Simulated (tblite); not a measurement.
# Geometry relaxation, with input and output: C3H11NPSi (part 2 of 3)

Continued. System: C3H11NPSi, multiplicity 2. Method: GFN2-xTB geometry optimisation, gas phase (tblite 0.8.0). It belongs to a series of runs on one base structure; here: H removed from sp3 C.

Geometry of the input (Å):
```
C  -2.1500  -0.7830  0.4690
C  -1.9192  0.2164  -0.6374
C  -0.5710  0.8665  -0.5940
N  0.2943  0.4903  0.4500
Si 1.9951  0.9220  0.1871
P  3.1915  -0.8948  0.5396
H  -3.1736  -1.2236  0.4304
H  -2.0851  -0.2752  1.4601
H  -1.4595  -1.6421  0.4842
H  -2.6808  1.0358  -0.5144
H  -2.1720  -0.2559  -1.6176
H  -0.5348  1.9023  -0.9301
H  0.2521  -0.5487  0.6160
H  2.4828  1.9596  1.1074
H  2.1736  1.4229  -1.1941
H  4.0842  -1.1582  -0.5604
H  2.2655  -2.0222  0.5931
```

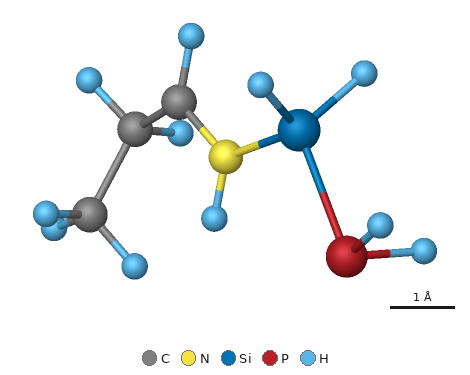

The geometry at step 106 of the log (ball-and-stick view, seen at a tilt).

**Trajectory as extended XYZ, continued**
```
17
Properties=species:S:1:pos:R:3:forces:R:3 step=57 energy=-521.23406
C    -2.3436   -0.7640    0.5579    0.0080   0.0190  -0.0010
C    -2.0049    0.3012   -0.4929   -0.0330  -0.0070   0.0050
C    -0.6953    0.9631   -0.2656    0.0140  -0.0190  -0.0080
N     0.4289    0.2276    0.0016    0.0330   0.0160   0.0160
Si    2.0650    0.7589   -0.0733    0.0640   0.0050  -0.0420
P     3.1829   -0.9325    0.8858   -0.0390  -0.0470  -0.0640
H    -3.3751   -1.0901    0.4363    0.0580  -0.0100   0.0050
H    -2.2224   -0.3578    1.5601   -0.0220   0.0000  -0.0170
H    -1.6990   -1.6367    0.4595   -0.0480   0.0130   0.0020
H    -2.7776    1.0716   -0.4859   -0.0240  -0.0070  -0.0290
H    -2.0292   -0.1803   -1.4851   -0.0450   0.0180   0.0130
H    -0.5349    1.9862   -0.5528    0.0060  -0.0660   0.0120
H     0.2282   -0.7321    0.2466   -0.0180   0.0270   0.0180
H     2.2717    1.9476    0.7622    0.0190   0.0410   0.0550
H     2.4400    1.1381   -1.4520    0.0230  -0.0600   0.0270
H     4.3447   -0.7725    0.1568   -0.0370   0.0520   0.0000
H     2.7137   -1.9164    0.0296    0.0430   0.0250   0.0070
17
Properties=species:S:1:pos:R:3:forces:R:3 step=65 energy=-521.24576
C    -2.3702   -0.7417    0.5706   -0.0190  -0.0200  -0.0020
C    -2.0241    0.3194   -0.4830   -0.0360  -0.0030   0.0220
C    -0.7078    0.9667   -0.2490   -0.0260   0.0110  -0.0640
N     0.4134    0.2166   -0.0137   -0.0200  -0.0410   0.0580
Si    2.0614    0.7073   -0.1017   -0.0190  -0.0300  -0.0490
P     3.1450   -0.9945    0.8791    0.0920   0.0580  -0.0930
H    -3.3973   -1.0749    0.4434   -0.0130   0.0140  -0.0080
H    -2.2586   -0.3371    1.5745    0.0000   0.0100  -0.0380
H    -1.7287   -1.6158    0.4749    0.0090   0.0060   0.0240
H    -2.7928    1.0940   -0.4814    0.0000   0.0070   0.0030
H    -2.0589   -0.1673   -1.4730    0.0140   0.0310   0.0290
H    -0.5466    2.0061   -0.4639   -0.0060  -0.0390  -0.0160
H     0.1949   -0.7533    0.1657    0.0270  -0.0160   0.0270
H     2.2598    1.9224    0.7016    0.0430  -0.0200  -0.0050
H     2.4707    0.9997   -1.4934    0.0290   0.0170   0.0580
H     4.3758   -0.6158    0.3722   -0.0590  -0.0230   0.0700
H     2.9570   -1.9195   -0.1340   -0.0170   0.0390  -0.0150
17
Properties=species:S:1:pos:R:3:forces:R:3 step=73 energy=-521.25374
C    -2.3869   -0.7308    0.5738   -0.0160  -0.0050   0.0060
C    -2.0449    0.3263   -0.4831    0.0230  -0.0210   0.0000
C    -0.7159    0.9536   -0.2683    0.0000   0.0040   0.0220
N     0.3960    0.2060    0.0156    0.0100  -0.0010  -0.0250
Si    2.0505    0.6732   -0.1177    0.0170   0.0070   0.0010
P     3.1367   -1.0243    0.8556    0.0600  -0.0120  -0.0810
H    -3.4107   -1.0720    0.4439   -0.0190   0.0000   0.0020
H    -2.2810   -0.3126    1.5718   -0.0150  -0.0030   0.0050
H    -1.7355   -1.5991    0.4918   -0.0120   0.0050   0.0050
H    -2.8089    1.1074   -0.4752    0.0590  -0.0130   0.0060
H    -2.0888   -0.1574   -1.4725   -0.0240  -0.0040  -0.0090
H    -0.5499    1.9959   -0.4560    0.0120   0.0080  -0.0350
H     0.1824   -0.7686    0.1807   -0.0090   0.0180   0.0140
H     2.2890    1.8830    0.6808   -0.0130   0.0220   0.0040
H     2.5068    0.9552   -1.4961   -0.0470   0.0140   0.0170
H     4.3752   -0.5444    0.4751   -0.0290  -0.0280   0.0560
H     3.0791   -1.8795   -0.2313    0.0030   0.0090   0.0110
17
Properties=species:S:1:pos:R:3:forces:R:3 step=81 energy=-521.26525
C    -2.4151   -0.7166    0.5821   -0.0170   0.0020   0.0320
C    -2.0579    0.3286   -0.4771    0.0190   0.0430   0.0040
C    -0.7234    0.9453   -0.2559    0.0480   0.0780  -0.1040
N     0.3838    0.1896    0.0216    0.0270  -0.0200   0.0120
Si    2.0441    0.6351   -0.1259    0.0000  -0.0210   0.0830
P     3.1393   -1.0962    0.7859   -0.0970   0.0540   0.0300
H    -3.4346   -1.0668    0.4477   -0.0260  -0.0080  -0.0540
H    -2.3329   -0.2827    1.5750    0.0230   0.0000   0.0370
H    -1.7538   -1.5784    0.5229   -0.0250  -0.0290   0.0090
H    -2.7990    1.1302   -0.4647   -0.0390  -0.0290  -0.0120
H    -2.1136   -0.1470   -1.4714    0.0040  -0.0020   0.0420
H    -0.5412    1.9614   -0.5570    0.0360  -0.0630   0.0150
H     0.1491   -0.7654    0.2589    0.0520   0.0110  -0.0010
H     2.3092    1.8344    0.6833   -0.0050   0.0110   0.0130
H     2.4836    0.9434   -1.5002   -0.0530   0.0050  -0.0430
H     4.3705   -0.4915    0.6486    0.0100  -0.0180  -0.0090
H     3.2850   -1.8112   -0.3850    0.0420  -0.0130  -0.0550
17
Properties=species:S:1:pos:R:3:forces:R:3 step=90 energy=-521.27878
C    -2.4403   -0.6991    0.5958    0.0090  -0.0070  -0.0060
C    -2.0621    0.3285   -0.4733   -0.0010  -0.0050  -0.0010
C    -0.7063    0.9185   -0.3049    0.0010   0.0060  -0.0020
N     0.3862    0.1683    0.0373    0.0030   0.0160   0.0150
Si    2.0423    0.6243   -0.1025    0.0050  -0.0050   0.0040
P     3.1299   -1.1673    0.6857   -0.0010  -0.0110  -0.0330
H    -3.4547   -1.0526    0.4242   -0.0030   0.0290   0.0260
H    -2.3880   -0.2545    1.5873    0.0050  -0.0080  -0.0160
H    -1.7839   -1.5665    0.5675    0.0140   0.0010  -0.0090
H    -2.7908    1.1430   -0.4575    0.0170   0.0030  -0.0100
H    -2.1524   -0.1536   -1.4614    0.0100  -0.0200   0.0120
H    -0.4881    1.8794   -0.7336   -0.0040  -0.0090   0.0060
H     0.1511   -0.7338    0.4272   -0.0100  -0.0170  -0.0180
H     2.3551    1.7940    0.7387    0.0060  -0.0030   0.0000
H     2.3837    0.9900   -1.4898   -0.0110  -0.0020  -0.0010
H     4.3386   -0.5106    0.7944   -0.0200   0.0050   0.0150
H     3.4727   -1.6961   -0.5463   -0.0190   0.0260   0.0180
17
Properties=species:S:1:pos:R:3:forces:R:3 step=98 energy=-521.28056
C    -2.4351   -0.6964    0.5983    0.0040   0.0060   0.0000
C    -2.0569    0.3271   -0.4743   -0.0030  -0.0070  -0.0070
C    -0.7040    0.9203   -0.3018   -0.0050  -0.0050  -0.0030
N     0.3858    0.1694    0.0457   -0.0070   0.0440  -0.0200
Si    2.0400    0.6254   -0.1022    0.0000  -0.0070   0.0040
P     3.1166   -1.1707    0.6844    0.0420   0.0040  -0.0410
H    -3.4558   -1.0360    0.4371    0.0070  -0.0040   0.0170
H    -2.3696   -0.2561    1.5903    0.0200   0.0050  -0.0030
H    -1.7838   -1.5677    0.5577   -0.0250  -0.0050   0.0130
H    -2.7856    1.1414   -0.4711    0.0000  -0.0100  -0.0060
H    -2.1408   -0.1700   -1.4553    0.0090   0.0140  -0.0170
H    -0.4840    1.8818   -0.7284   -0.0070  -0.0090   0.0140
H     0.1501   -0.7436    0.4072   -0.0150  -0.0270   0.0130
H     2.3585    1.7923    0.7398    0.0010   0.0060  -0.0100
H     2.3658    0.9865   -1.4948    0.0140   0.0090   0.0100
H     4.3233   -0.5108    0.8087   -0.0280  -0.0160   0.0190
H     3.4684   -1.6807   -0.5523   -0.0060   0.0020   0.0160
17
Properties=species:S:1:pos:R:3:forces:R:3 step=106 energy=-521.28260
C    -2.4329   -0.6886    0.6037   -0.0170  -0.0030   0.0110
C    -2.0568    0.3194   -0.4855    0.0070  -0.0130   0.0230
C    -0.7059    0.9145   -0.3081    0.0150  -0.0100  -0.0010
N     0.3804    0.1636    0.0478    0.0060   0.0400  -0.0110
Si    2.0350    0.6197   -0.0969   -0.0030  -0.0010  -0.0180
P     3.1057   -1.1958    0.6503    0.0090   0.0180  -0.0190
H    -3.4627   -1.0115    0.4735   -0.0180   0.0050  -0.0150
H    -2.3376   -0.2382    1.5891    0.0170   0.0140  -0.0040
H    -1.8031   -1.5758    0.5649    0.0000   0.0180  -0.0200
H    -2.7839    1.1355   -0.4933   -0.0080  -0.0370  -0.0070
H    -2.1308   -0.1846   -1.4644   -0.0190  -0.0010   0.0280
H    -0.4817    1.8711   -0.7411   -0.0020   0.0210  -0.0030
H     0.1403   -0.7423    0.4253   -0.0010  -0.0130   0.0030
H     2.3743    1.7834    0.7435   -0.0170  -0.0110   0.0010
H     2.3458    0.9956   -1.4893    0.0160  -0.0010   0.0130
H     4.2903   -0.5208    0.8645   -0.0010  -0.0250   0.0060
H     3.5167   -1.6330   -0.5952    0.0140   0.0000   0.0130
17
Properties=species:S:1:pos:R:3:forces:R:3 step=114 energy=-521.28471
C    -2.4346   -0.6820    0.6135   -0.0050  -0.0040   0.0070
C    -2.0569    0.3097   -0.4894    0.0040   0.0040   0.0040
C    -0.7107    0.9151   -0.3107    0.0130   0.0160  -0.0150
N     0.3795    0.1686    0.0416    0.0030  -0.0060   0.0000
Si    2.0357    0.6202   -0.1050   -0.0020  -0.0010  -0.0260
P     3.0953   -1.2084    0.6263    0.0200  -0.0020  -0.0130
H    -3.4767   -0.9724    0.5083   -0.0150  -0.0060   0.0090
H    -2.2971   -0.2266    1.5912   -0.0080  -0.0120   0.0150
H    -1.8331   -1.5871    0.5598    0.0150   0.0020   0.0070
H    -2.7935    1.1157   -0.5132    0.0140   0.0130  -0.0150
H    -2.1236   -0.2128   -1.4581   -0.0050   0.0050   0.0020
H    -0.4938    1.8859   -0.7169   -0.0170  -0.0150  -0.0020
H     0.1426   -0.7470    0.3996    0.0030   0.0090  -0.0140
H     2.3625    1.7864    0.7353   -0.0040  -0.0100   0.0100
H     2.3642    0.9926   -1.4943    0.0030   0.0080   0.0080
H     4.2711   -0.5450    0.9161   -0.0230  -0.0070  -0.0010
H     3.5621   -1.6007   -0.6152    0.0040   0.0050   0.0240
17
Properties=species:S:1:pos:R:3:forces:R:3 step=122 energy=-521.28563
C    -2.4373   -0.6761    0.6222    0.0020   0.0030   0.0010
C    -2.0589    0.3057   -0.4906    0.0010   0.0050  -0.0020
C    -0.7117    0.9117   -0.3226    0.0050   0.0130  -0.0020
N     0.3787    0.1692    0.0357    0.0020  -0.0070  -0.0110
Si    2.0362    0.6161   -0.1106   -0.0010   0.0020  -0.0100
P     3.0910   -1.2235    0.6005    0.0080   0.0020  -0.0030
H    -3.4834   -0.9573    0.5291    0.0000  -0.0070  -0.0040
H    -2.2873   -0.2222    1.5989   -0.0030   0.0130   0.0010
H    -1.8427   -1.5857    0.5651    0.0010  -0.0020   0.0080
H    -2.7911    1.1152   -0.5284   -0.0070   0.0010   0.0170
H    -2.1278   -0.2281   -1.4529   -0.0010  -0.0020  -0.0020
H    -0.4994    1.8805   -0.7351   -0.0010  -0.0120  -0.0030
H     0.1406   -0.7400    0.4079    0.0020  -0.0120  -0.0180
H     2.3637    1.7693    0.7472    0.0050   0.0020   0.0050
H     2.3678    1.0058   -1.4941   -0.0050   0.0030   0.0100
H     4.2480   -0.5571    0.9506   -0.0110  -0.0030   0.0060
H     3.6067   -1.5717   -0.6338    0.0010   0.0000   0.0070
17
Properties=species:S:1:pos:R:3:forces:R:3 step=130 energy=-521.28859
C    -2.4412   -0.6566    0.6534    0.0060   0.0000   0.0070
C    -2.0688    0.2989   -0.4853   -0.0020   0.0060  -0.0090
C    -0.7158    0.9009   -0.3530   -0.0010  -0.0240   0.0250
N     0.3815    0.1503   -0.0366    0.0030  -0.0630   0.0250
Si    2.0403    0.6078   -0.1368   -0.0080  -0.0080   0.0060
P     3.0800   -1.2467    0.5588   -0.0010  -0.0040  -0.0030
H    -3.4923   -0.9271    0.5833    0.0060   0.0020  -0.0160
H    -2.2722   -0.1830    1.6174    0.0100   0.0030   0.0050
H    -1.8605   -1.5756    0.6070    0.0200   0.0070   0.0160
H    -2.7977    1.1108   -0.5242    0.0010   0.0070  -0.0150
H    -2.1525   -0.2556   -1.4342   -0.0260   0.0020  -0.0070
H    -0.5173    1.8840   -0.7337    0.0110   0.0220  -0.0090
H     0.1470   -0.7769    0.2959    0.0180   0.0400  -0.0230
H     2.3686    1.7303    0.7616   -0.0290   0.0150  -0.0070
H     2.3967    1.0386   -1.5016   -0.0040  -0.0050   0.0090
H     4.1789   -0.5736    1.0539   -0.0050  -0.0150  -0.0040
H     3.7182   -1.5145   -0.6369    0.0020   0.0130  -0.0010
17
Properties=species:S:1:pos:R:3:forces:R:3 step=139 energy=-521.29270
C    -2.4281   -0.6185    0.7030   -0.0080   0.0250   0.0080
C    -2.0803    0.2882   -0.4855    0.0010  -0.0120  -0.0170
C    -0.7158    0.8694   -0.4098   -0.0070  -0.0200  -0.0040
N     0.3850    0.1074   -0.1434   -0.0010  -0.0440   0.0370
Si    2.0381    0.5946   -0.1629   -0.0070   0.0130  -0.0070
P     3.0632   -1.2822    0.4914   -0.0280  -0.0210  -0.0250
H    -3.4835   -0.8776    0.6726   -0.0020  -0.0260  -0.0030
H    -2.2250   -0.1086    1.6412    0.0020   0.0200   0.0150
H    -1.8542   -1.5436    0.6816   -0.0080   0.0340  -0.0110
H    -2.7972    1.1095   -0.5438    0.0060  -0.0020   0.0530
H    -2.2083   -0.3045   -1.4043    0.0350  -0.0240  -0.0350
H    -0.5262    1.8843   -0.6942    0.0040   0.0580  -0.0210
H     0.1583   -0.8455    0.1092    0.0110   0.0010  -0.0060
H     2.3054    1.7039    0.7710   -0.0230  -0.0030   0.0210
H     2.4392    1.0866   -1.4952    0.0030  -0.0280  -0.0010
H     4.0652   -0.6405    1.1897    0.0110   0.0170  -0.0010
H     3.8570   -1.4108   -0.6316    0.0120   0.0130  -0.0030
17
Properties=species:S:1:pos:R:3:forces:R:3 step=147 energy=-521.29692
C    -2.4056   -0.5721    0.7508    0.0020   0.0070  -0.0150
C    -2.0909    0.2844   -0.4847    0.0180  -0.0030  -0.0010
C    -0.7137    0.8380   -0.4766   -0.0090   0.0340  -0.0050
N     0.3800    0.0592   -0.2333    0.0180   0.0240   0.0020
Si    2.0238    0.5742   -0.1807    0.0120  -0.0170  -0.0020
P     3.0566   -1.3156    0.4221    0.0640   0.0230  -0.0290
H    -3.4515   -0.8686    0.7435   -0.0070   0.0030   0.0000
H    -2.2071   -0.0133    1.6627   -0.0050   0.0020  -0.0220
H    -1.8008   -1.4762    0.7604   -0.0030  -0.0020   0.0300
H    -2.7941    1.1169   -0.5388   -0.0040  -0.0110  -0.0020
H    -2.2562   -0.3401   -1.3765    0.0010  -0.0020   0.0050
H    -0.5173    1.8728   -0.6798   -0.0230  -0.0110   0.0090
H     0.1565   -0.9128   -0.0670    0.0070  -0.0010  -0.0050
H     2.2015    1.6638    0.7973    0.0060  -0.0220   0.0100
H     2.4866    1.1150   -1.4747   -0.0140  -0.0230   0.0020
H     3.9484   -0.6953    1.2777   -0.0190  -0.0220  -0.0250
H     3.9766   -1.3183   -0.6133   -0.0430   0.0220   0.0470
17
Properties=species:S:1:pos:R:3:forces:R:3 step=155 energy=-521.30061
C    -2.3793   -0.5320    0.7901    0.0130   0.0050   0.0200
C    -2.0951    0.2696   -0.4913    0.0100   0.0000   0.0050
C    -0.7208    0.8284   -0.5348   -0.0070   0.0120   0.0120
N     0.3746    0.0405   -0.3232   -0.0170  -0.0350   0.0060
Si    2.0141    0.5544   -0.2008   -0.0070  -0.0210   0.0110
P     3.0566   -1.3390    0.3749    0.0170   0.0110  -0.0400
H    -3.4252   -0.8283    0.8226    0.0090   0.0040   0.0040
H    -2.1551    0.0694    1.6677   -0.0420   0.0320   0.0000
H    -1.7700   -1.4317    0.8381   -0.0020  -0.0080  -0.0310
H    -2.8076    1.0927   -0.5634    0.0140  -0.0100  -0.0150
H    -2.2695   -0.3930   -1.3509   -0.0080  -0.0230   0.0050
H    -0.5357    1.8820   -0.6099   -0.0130  -0.0040   0.0090
H     0.1515   -0.9439   -0.2515    0.0240   0.0270  -0.0040
H     2.1338    1.6050    0.8250    0.0240   0.0100  -0.0130
H     2.5196    1.1217   -1.4669    0.0000   0.0100   0.0220
H     3.8491   -0.7513    1.3427   -0.0070  -0.0090  -0.0260
H     4.0519   -1.2326   -0.5795   -0.0080  -0.0020   0.0360
```
